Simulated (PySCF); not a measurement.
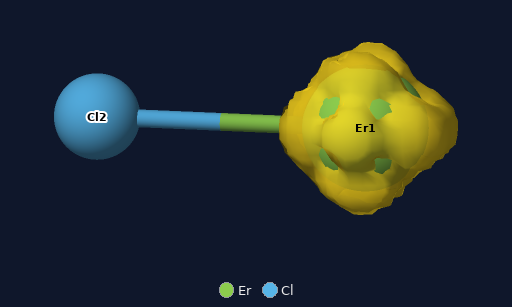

Figure. ErCl (quartet). Isosurface of the spin density at +0.2 e/Å³ (yellow), seen from one side.

Theory: PBE0/x2c-SVPall, spin-free X2C-1e, Gaussian nucleus, at a bond length of 2.453 Å in PySCF 2.14.0.

```xyz
2

Er    0.0000    0.0000   -0.4270
Cl    0.0000    0.0000    2.0260
```

Q: Where is the unpaired spin?

A: The unpaired spin (3 electrons) lies mostly on Er1 (about 3.0), in electrons by Hirshfeld's partition.
